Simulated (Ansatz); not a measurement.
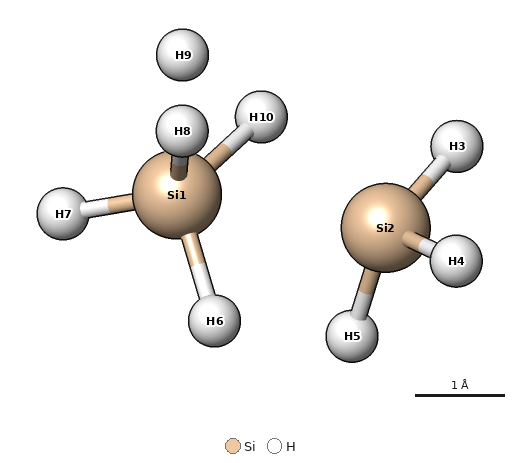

*The input geometry (ball-and-stick view, seen at a tilt; atoms are numbered from 1 in the order of the input).*

Run report: Si₂H₈, molecular dynamics (part 1 of 3)

- system: Si₂H₈
- method: RKS B3LYP-D4/def2-SVP (Ansatz 0.2.0)

It belongs to a series of runs on one base structure; here: dynamics from the highest image of the converged band. Figures and captions count atoms from 1; the log counts them from 0 in places.

**The program's output**
```
Engine: ansatz 0.2.0, x86_64-unknown-linux-gnu
Functional definition: B3LYP
  parameter a0 = 0.2
  parameter ax = 0.72
  parameter ac = 0.81
  exchange = (1 - a0 - ax)*slater_x + ax*b88_x + a0*exact_x
  correlation = (1 - ac)*vwn_rpa_c + ac*lyp_c
794 factors; integrals over basis functions are off by at most 3.9e-4 eV
mean field evaluation 1: about -15877.2124 eV, gradient 1.1e1 eV
mean field evaluation 2: about -15877.6532 eV, gradient 3.5e0 eV
mean field evaluation 4: about -15877.7047 eV, gradient 2.7e-1 eV
mean field evaluation 8: about -15877.7049 eV, gradient 1.7e-2 eV
mean field -15877.70492244 eV, -583.4948936048 hartree, gradient 2.5e-5 eV, S^2 0.000000; 0 other end points of the search recorded, 0 dependent functions left out
the calculation of the forces begins
reference -15877.70519508 eV, -583.4949036241 hartree; 18, 18 occupied and 58, 58 virtual orbitals, 794 factors
md step     0: t =     0.00 fs  T =   300.0 K  F+E_penalty+E_count = -15877.98304869 eV  E_kin = 0.310224 eV  conserved = -15877.67282469 eV  (23 SCF iters)
these checks for a lower state are left out or cut short: starts, cluster_reference, orbital_swaps, neighbouring_geometries, increment
794 factors; integrals over basis functions are off by at most 4.0e-4 eV
mean field evaluation 16: about -15877.7006 eV, gradient 2.6e-3 eV
mean field -15877.70006818 eV, -583.4947152141 hartree, gradient 1.1e-5 eV, S^2 0.000000; 0 other end points of the search recorded, 0 dependent functions left out
the calculation of the forces begins
reference -15877.70034078 eV, -583.4947252320 hartree; 18, 18 occupied and 58, 58 virtual orbitals, 794 factors
md step     1: t =     0.50 fs  T =   295.6 K  F+E_penalty+E_count = -15877.97847423 eV  E_kin = 0.305709 eV  conserved = -15877.67276485 eV  (22 SCF iters, 3 dispersion substeps)
[... from here on the SCF iterations and repeated set-up lines of each step are left out, up to the last step ...]
md step     2: t =     1.00 fs  T =   283.9 K  F+E_penalty+E_count = -15877.96621611 eV  E_kin = 0.293584 eV  conserved = -15877.67263202 eV  (23 SCF iters, 3 dispersion substeps)
md step     3: t =     1.50 fs  T =   266.8 K  F+E_penalty+E_count = -15877.94834877 eV  E_kin = 0.275905 eV  conserved = -15877.67244385 eV  (23 SCF iters, 3 dispersion substeps)
md step     4: t =     2.00 fs  T =   247.2 K  F+E_penalty+E_count = -15877.92784477 eV  E_kin = 0.255623 eV  conserved = -15877.67222133 eV  (23 SCF iters, 3 dispersion substeps)
md step     5: t =     2.50 fs  T =   228.5 K  F+E_penalty+E_count = -15877.90823449 eV  E_kin = 0.236247 eV  conserved = -15877.67198707 eV  (21 SCF iters, 3 dispersion substeps)
md step     6: t =     3.00 fs  T =   214.2 K  F+E_penalty+E_count = -15877.89325254 eV  E_kin = 0.221492 eV  conserved = -15877.67176013 eV  (22 SCF iters, 3 dispersion substeps)
md step     7: t =     3.50 fs  T =   207.9 K  F+E_penalty+E_count = -15877.88652299 eV  E_kin = 0.214967 eV  conserved = -15877.67155637 eV  (22 SCF iters, 3 dispersion substeps)
md step     8: t =     4.00 fs  T =   212.7 K  F+E_penalty+E_count = -15877.89130149 eV  E_kin = 0.219915 eV  conserved = -15877.67138661 eV  (22 SCF iters, 3 dispersion substeps)
md step     9: t =     4.50 fs  T =   231.1 K  F+E_penalty+E_count = -15877.91027001 eV  E_kin = 0.239009 eV  conserved = -15877.67126116 eV  (22 SCF iters, 3 dispersion substeps)
md step    10: t =     5.00 fs  T =   265.1 K  F+E_penalty+E_count = -15877.94531497 eV  E_kin = 0.274117 eV  conserved = -15877.67119799 eV  (22 SCF iters, 3 dispersion substeps)
md step    11: t =     5.50 fs  T =   315.3 K  F+E_penalty+E_count = -15877.99722873 eV  E_kin = 0.326001 eV  conserved = -15877.67122821 eV  (22 SCF iters, 3 dispersion substeps)
md step    12: t =     6.00 fs  T =   381.2 K  F+E_penalty+E_count = -15878.06557873 eV  E_kin = 0.394189 eV  conserved = -15877.67139006 eV  (21 SCF iters, 3 dispersion substeps)
md step    13: t =     6.50 fs  T =   461.7 K  F+E_penalty+E_count = -15878.14917068 eV  E_kin = 0.477410 eV  conserved = -15877.67176086 eV  (21 SCF iters, 3 dispersion substeps)
md step    14: t =     7.00 fs  T =   553.3 K  F+E_penalty+E_count = -15878.24465414 eV  E_kin = 0.572159 eV  conserved = -15877.67249551 eV  (21 SCF iters, 3 dispersion substeps)
md step    15: t =     7.50 fs  T =   647.2 K  F+E_penalty+E_count = -15878.34277281 eV  E_kin = 0.669208 eV  conserved = -15877.67356525 eV  (22 SCF iters, 3 dispersion substeps)
md step    16: t =     8.00 fs  T =   730.9 K  F+E_penalty+E_count = -15878.43036638 eV  E_kin = 0.755831 eV  conserved = -15877.67453504 eV  (22 SCF iters, 3 dispersion substeps)
md step    17: t =     8.50 fs  T =   796.6 K  F+E_penalty+E_count = -15878.49819526 eV  E_kin = 0.823738 eV  conserved = -15877.67445776 eV  (21 SCF iters, 3 dispersion substeps)
md step    18: t =     9.00 fs  T =   852.1 K  F+E_penalty+E_count = -15878.55380866 eV  E_kin = 0.881150 eV  conserved = -15877.67265904 eV  (21 SCF iters, 3 dispersion substeps)
md step    19: t =     9.50 fs  T =   926.1 K  F+E_penalty+E_count = -15878.62813355 eV  E_kin = 0.957641 eV  conserved = -15877.67049285 eV  (21 SCF iters, 3 dispersion substeps)
md step    20: t =    10.00 fs  T =  1047.2 K  F+E_penalty+E_count = -15878.75360677 eV  E_kin = 1.082861 eV  conserved = -15877.67074555 eV  (21 SCF iters, 3 dispersion substeps)
md step    21: t =    10.50 fs  T =  1211.4 K  F+E_penalty+E_count = -15878.92619290 eV  E_kin = 1.252704 eV  conserved = -15877.67348863 eV  (21 SCF iters, 3 dispersion substeps)
md step    22: t =    11.00 fs  T =  1382.1 K  F+E_penalty+E_count = -15879.10504144 eV  E_kin = 1.429217 eV  conserved = -15877.67582491 eV  (21 SCF iters, 3 dispersion substeps)
md step    23: t =    11.50 fs  T =  1524.6 K  F+E_penalty+E_count = -15879.25270589 eV  E_kin = 1.576603 eV  conserved = -15877.67610274 eV  (21 SCF iters, 3 dispersion substeps)
md step    24: t =    12.00 fs  T =  1630.9 K  F+E_penalty+E_count = -15879.36137521 eV  E_kin = 1.686445 eV  conserved = -15877.67492982 eV  (21 SCF iters, 3 dispersion substeps)
md step    25: t =    12.50 fs  T =  1715.6 K  F+E_penalty+E_count = -15879.44754620 eV  E_kin = 1.774034 eV  conserved = -15877.67351179 eV  (21 SCF iters, 3 dispersion substeps)
md step    26: t =    13.00 fs  T =  1799.7 K  F+E_penalty+E_count = -15879.53377427 eV  E_kin = 1.861076 eV  conserved = -15877.67269798 eV  (21 SCF iters, 3 dispersion substeps)
md step    27: t =    13.50 fs  T =  1893.3 K  F+E_penalty+E_count = -15879.63025361 eV  E_kin = 1.957852 eV  conserved = -15877.67240182 eV  (21 SCF iters, 3 dispersion substeps)
md step    28: t =    14.00 fs  T =  1996.7 K  F+E_penalty+E_count = -15879.73698654 eV  E_kin = 2.064734 eV  conserved = -15877.67225297 eV  (21 SCF iters, 3 dispersion substeps)
md step    29: t =    14.50 fs  T =  2110.3 K  F+E_penalty+E_count = -15879.85475851 eV  E_kin = 2.182169 eV  conserved = -15877.67258971 eV  (21 SCF iters, 3 dispersion substeps)
md step    30: t =    15.00 fs  T =  2229.1 K  F+E_penalty+E_count = -15879.97834360 eV  E_kin = 2.305072 eV  conserved = -15877.67327200 eV  (21 SCF iters, 3 dispersion substeps)
md step    31: t =    15.50 fs  T =  2346.4 K  F+E_penalty+E_count = -15880.10048449 eV  E_kin = 2.426385 eV  conserved = -15877.67409918 eV  (21 SCF iters, 3 dispersion substeps)
md step    32: t =    16.00 fs  T =  2452.9 K  F+E_penalty+E_count = -15880.21231187 eV  E_kin = 2.536542 eV  conserved = -15877.67576939 eV  (21 SCF iters, 3 dispersion substeps)
md step    33: t =    16.50 fs  T =  2524.4 K  F+E_penalty+E_count = -15880.28784678 eV  E_kin = 2.610435 eV  conserved = -15877.67741204 eV  (21 SCF iters, 3 dispersion substeps)
md step    34: t =    17.00 fs  T =  2539.2 K  F+E_penalty+E_count = -15880.30306501 eV  E_kin = 2.625760 eV  conserved = -15877.67730526 eV  (21 SCF iters, 3 dispersion substeps)
md step    35: t =    17.50 fs  T =  2504.9 K  F+E_penalty+E_count = -15880.26446300 eV  E_kin = 2.590271 eV  conserved = -15877.67419205 eV  (21 SCF iters, 3 dispersion substeps)
md step    36: t =    18.00 fs  T =  2467.8 K  F+E_penalty+E_count = -15880.22209538 eV  E_kin = 2.551852 eV  conserved = -15877.67024347 eV  (21 SCF iters, 3 dispersion substeps)
md step    37: t =    18.50 fs  T =  2479.1 K  F+E_penalty+E_count = -15880.23380448 eV  E_kin = 2.563635 eV  conserved = -15877.67016976 eV  (21 SCF iters, 3 dispersion substeps)
md step    38: t =    19.00 fs  T =  2540.5 K  F+E_penalty+E_count = -15880.30082220 eV  E_kin = 2.627030 eV  conserved = -15877.67379269 eV  (22 SCF iters, 3 dispersion substeps)
md step    39: t =    19.50 fs  T =  2604.8 K  F+E_penalty+E_count = -15880.37003583 eV  E_kin = 2.693614 eV  conserved = -15877.67642231 eV  (21 SCF iters, 3 dispersion substeps)
md step    40: t =    20.00 fs  T =  2632.5 K  F+E_penalty+E_count = -15880.39838663 eV  E_kin = 2.722210 eV  conserved = -15877.67617635 eV  (21 SCF iters, 3 dispersion substeps)
md step    41: t =    20.50 fs  T =  2621.0 K  F+E_penalty+E_count = -15880.38475666 eV  E_kin = 2.710357 eV  conserved = -15877.67440001 eV  (21 SCF iters, 3 dispersion substeps)
md step    42: t =    21.00 fs  T =  2593.8 K  F+E_penalty+E_count = -15880.35491862 eV  E_kin = 2.682162 eV  conserved = -15877.67275668 eV  (21 SCF iters, 3 dispersion substeps)
md step    43: t =    21.50 fs  T =  2574.1 K  F+E_penalty+E_count = -15880.33371549 eV  E_kin = 2.661835 eV  conserved = -15877.67188033 eV  (21 SCF iters, 3 dispersion substeps)
md step    44: t =    22.00 fs  T =  2572.3 K  F+E_penalty+E_count = -15880.33129634 eV  E_kin = 2.659956 eV  conserved = -15877.67134025 eV  (22 SCF iters, 3 dispersion substeps)
md step    45: t =    22.50 fs  T =  2594.8 K  F+E_penalty+E_count = -15880.35465420 eV  E_kin = 2.683275 eV  conserved = -15877.67137908 eV  (21 SCF iters, 3 dispersion substeps)
md step    46: t =    23.00 fs  T =  2641.5 K  F+E_penalty+E_count = -15880.40353086 eV  E_kin = 2.731511 eV  conserved = -15877.67201985 eV  (22 SCF iters, 3 dispersion substeps)
md step    47: t =    23.50 fs  T =  2704.2 K  F+E_penalty+E_count = -15880.46945131 eV  E_kin = 2.796384 eV  conserved = -15877.67306714 eV  (22 SCF iters, 3 dispersion substeps)
md step    48: t =    24.00 fs  T =  2769.6 K  F+E_penalty+E_count = -15880.53886132 eV  E_kin = 2.864007 eV  conserved = -15877.67485470 eV  (21 SCF iters, 3 dispersion substeps)
md step    49: t =    24.50 fs  T =  2811.7 K  F+E_penalty+E_count = -15880.58423734 eV  E_kin = 2.907539 eV  conserved = -15877.67669799 eV  (20 SCF iters, 3 dispersion substeps)
md step    50: t =    25.00 fs  T =  2806.2 K  F+E_penalty+E_count = -15880.57880127 eV  E_kin = 2.901884 eV  conserved = -15877.67691735 eV  (21 SCF iters, 3 dispersion substeps)
md step    51: t =    25.50 fs  T =  2756.2 K  F+E_penalty+E_count = -15880.52424468 eV  E_kin = 2.850160 eV  conserved = -15877.67408515 eV  (21 SCF iters, 3 dispersion substeps)
md step    52: t =    26.00 fs  T =  2704.6 K  F+E_penalty+E_count = -15880.46684220 eV  E_kin = 2.796786 eV  conserved = -15877.67005580 eV  (21 SCF iters, 3 dispersion substeps)
md step    53: t =    26.50 fs  T =  2704.0 K  F+E_penalty+E_count = -15880.46586302 eV  E_kin = 2.796200 eV  conserved = -15877.66966294 eV  (20 SCF iters, 3 dispersion substeps)
md step    54: t =    27.00 fs  T =  2759.8 K  F+E_penalty+E_count = -15880.52709601 eV  E_kin = 2.853844 eV  conserved = -15877.67325183 eV  (21 SCF iters, 3 dispersion substeps)
md step    55: t =    27.50 fs  T =  2825.8 K  F+E_penalty+E_count = -15880.59820151 eV  E_kin = 2.922085 eV  conserved = -15877.67611656 eV  (21 SCF iters, 3 dispersion substeps)
md step    56: t =    28.00 fs  T =  2859.3 K  F+E_penalty+E_count = -15880.63283441 eV  E_kin = 2.956777 eV  conserved = -15877.67605783 eV  (21 SCF iters, 3 dispersion substeps)
md step    57: t =    28.50 fs  T =  2854.9 K  F+E_penalty+E_count = -15880.62653865 eV  E_kin = 2.952185 eV  conserved = -15877.67435392 eV  (21 SCF iters, 3 dispersion substeps)
md step    58: t =    29.00 fs  T =  2833.4 K  F+E_penalty+E_count = -15880.60263816 eV  E_kin = 2.929960 eV  conserved = -15877.67267769 eV  (21 SCF iters, 3 dispersion substeps)
md step    59: t =    29.50 fs  T =  2818.4 K  F+E_penalty+E_count = -15880.58619247 eV  E_kin = 2.914452 eV  conserved = -15877.67174003 eV  (21 SCF iters, 3 dispersion substeps)
md step    60: t =    30.00 fs  T =  2822.8 K  F+E_penalty+E_count = -15880.59040388 eV  E_kin = 2.919008 eV  conserved = -15877.67139597 eV  (20 SCF iters, 3 dispersion substeps)
md step    61: t =    30.50 fs  T =  2851.4 K  F+E_penalty+E_count = -15880.62026162 eV  E_kin = 2.948578 eV  conserved = -15877.67168393 eV  (21 SCF iters, 3 dispersion substeps)
md step    62: t =    31.00 fs  T =  2900.2 K  F+E_penalty+E_count = -15880.67158744 eV  E_kin = 2.999042 eV  conserved = -15877.67254585 eV  (21 SCF iters, 3 dispersion substeps)
md step    63: t =    31.50 fs  T =  2957.2 K  F+E_penalty+E_count = -15880.73195787 eV  E_kin = 3.058004 eV  conserved = -15877.67395399 eV  (20 SCF iters, 3 dispersion substeps)
md step    64: t =    32.00 fs  T =  3002.3 K  F+E_penalty+E_count = -15880.78050962 eV  E_kin = 3.104652 eV  conserved = -15877.67585794 eV  (20 SCF iters, 3 dispersion substeps)
md step    65: t =    32.50 fs  T =  3009.0 K  F+E_penalty+E_count = -15880.78880852 eV  E_kin = 3.111567 eV  conserved = -15877.67724200 eV  (20 SCF iters, 3 dispersion substeps)
md step    66: t =    33.00 fs  T =  2962.2 K  F+E_penalty+E_count = -15880.73949708 eV  E_kin = 3.063138 eV  conserved = -15877.67635894 eV  (21 SCF iters, 3 dispersion substeps)
md step    67: t =    33.50 fs  T =  2880.8 K  F+E_penalty+E_count = -15880.65152802 eV  E_kin = 2.978966 eV  conserved = -15877.67256161 eV  (21 SCF iters, 3 dispersion substeps)
md step    68: t =    34.00 fs  T =  2818.8 K  F+E_penalty+E_count = -15880.58408054 eV  E_kin = 2.914835 eV  conserved = -15877.66924601 eV  (20 SCF iters, 3 dispersion substeps)
md step    69: t =    34.50 fs  T =  2818.5 K  F+E_penalty+E_count = -15880.58521382 eV  E_kin = 2.914555 eV  conserved = -15877.67065880 eV  (20 SCF iters, 3 dispersion substeps)
md step    70: t =    35.00 fs  T =  2862.7 K  F+E_penalty+E_count = -15880.63492265 eV  E_kin = 2.960212 eV  conserved = -15877.67471083 eV  (20 SCF iters, 3 dispersion substeps)
md step    71: t =    35.50 fs  T =  2897.2 K  F+E_penalty+E_count = -15880.67263311 eV  E_kin = 2.995892 eV  conserved = -15877.67674077 eV  (20 SCF iters, 3 dispersion substeps)
md step    72: t =    36.00 fs  T =  2888.6 K  F+E_penalty+E_count = -15880.66299247 eV  E_kin = 2.987018 eV  conserved = -15877.67597425 eV  (20 SCF iters, 3 dispersion substeps)
md step    73: t =    36.50 fs  T =  2841.6 K  F+E_penalty+E_count = -15880.61258605 eV  E_kin = 2.938491 eV  conserved = -15877.67409554 eV  (20 SCF iters, 3 dispersion substeps)
md step    74: t =    37.00 fs  T =  2780.8 K  F+E_penalty+E_count = -15880.54807152 eV  E_kin = 2.875582 eV  conserved = -15877.67248990 eV  (20 SCF iters, 3 dispersion substeps)
md step    75: t =    37.50 fs  T =  2728.9 K  F+E_penalty+E_count = -15880.49351122 eV  E_kin = 2.821928 eV  conserved = -15877.67158290 eV  (21 SCF iters, 3 dispersion substeps)
md step    76: t =    38.00 fs  T =  2699.0 K  F+E_penalty+E_count = -15880.46232612 eV  E_kin = 2.790978 eV  conserved = -15877.67134776 eV  (20 SCF iters, 3 dispersion substeps)
md step    77: t =    38.50 fs  T =  2694.5 K  F+E_penalty+E_count = -15880.45812841 eV  E_kin = 2.786314 eV  conserved = -15877.67181461 eV  (19 SCF iters, 3 dispersion substeps)
md step    78: t =    39.00 fs  T =  2708.5 K  F+E_penalty+E_count = -15880.47377308 eV  E_kin = 2.800830 eV  conserved = -15877.67294259 eV  (21 SCF iters, 3 dispersion substeps)
md step    79: t =    39.50 fs  T =  2724.8 K  F+E_penalty+E_count = -15880.49235611 eV  E_kin = 2.817625 eV  conserved = -15877.67473129 eV  (20 SCF iters, 3 dispersion substeps)
md step    80: t =    40.00 fs  T =  2717.6 K  F+E_penalty+E_count = -15880.48691887 eV  E_kin = 2.810258 eV  conserved = -15877.67666052 eV  (20 SCF iters, 3 dispersion substeps)
md step    81: t =    40.50 fs  T =  2662.3 K  F+E_penalty+E_count = -15880.43032766 eV  E_kin = 2.753065 eV  conserved = -15877.67726281 eV  (20 SCF iters, 3 dispersion substeps)
md step    82: t =    41.00 fs  T =  2556.8 K  F+E_penalty+E_count = -15880.31884125 eV  E_kin = 2.643959 eV  conserved = -15877.67488260 eV  (22 SCF iters, 3 dispersion substeps)
md step    83: t =    41.50 fs  T =  2439.4 K  F+E_penalty+E_count = -15880.19313785 eV  E_kin = 2.522566 eV  conserved = -15877.67057172 eV  (20 SCF iters, 3 dispersion substeps)
md step    84: t =    42.00 fs  T =  2367.9 K  F+E_penalty+E_count = -15880.11769149 eV  E_kin = 2.448550 eV  conserved = -15877.66914169 eV  (21 SCF iters, 3 dispersion substeps)
md step    85: t =    42.50 fs  T =  2360.6 K  F+E_penalty+E_count = -15880.11331995 eV  E_kin = 2.441020 eV  conserved = -15877.67230013 eV  (21 SCF iters, 3 dispersion substeps)
md step    86: t =    43.00 fs  T =  2377.9 K  F+E_penalty+E_count = -15880.13459482 eV  E_kin = 2.458947 eV  conserved = -15877.67564737 eV  (20 SCF iters, 3 dispersion substeps)
md step    87: t =    43.50 fs  T =  2371.9 K  F+E_penalty+E_count = -15880.12891272 eV  E_kin = 2.452785 eV  conserved = -15877.67612815 eV  (20 SCF iters, 3 dispersion substeps)
md step    88: t =    44.00 fs  T =  2329.4 K  F+E_penalty+E_count = -15880.08337842 eV  E_kin = 2.408758 eV  conserved = -15877.67462016 eV  (20 SCF iters, 3 dispersion substeps)
md step    89: t =    44.50 fs  T =  2267.1 K  F+E_penalty+E_count = -15880.01716257 eV  E_kin = 2.344318 eV  conserved = -15877.67284431 eV  (20 SCF iters, 3 dispersion substeps)
md step    90: t =    45.00 fs  T =  2209.4 K  F+E_penalty+E_count = -15879.95640887 eV  E_kin = 2.284719 eV  conserved = -15877.67169034 eV  (21 SCF iters, 3 dispersion substeps)
md step    91: t =    45.50 fs  T =  2173.2 K  F+E_penalty+E_count = -15879.91845992 eV  E_kin = 2.247237 eV  conserved = -15877.67122259 eV  (21 SCF iters, 3 dispersion substeps)
md step    92: t =    46.00 fs  T =  2165.1 K  F+E_penalty+E_count = -15879.91027930 eV  E_kin = 2.238883 eV  conserved = -15877.67139664 eV  (21 SCF iters, 3 dispersion substeps)
```
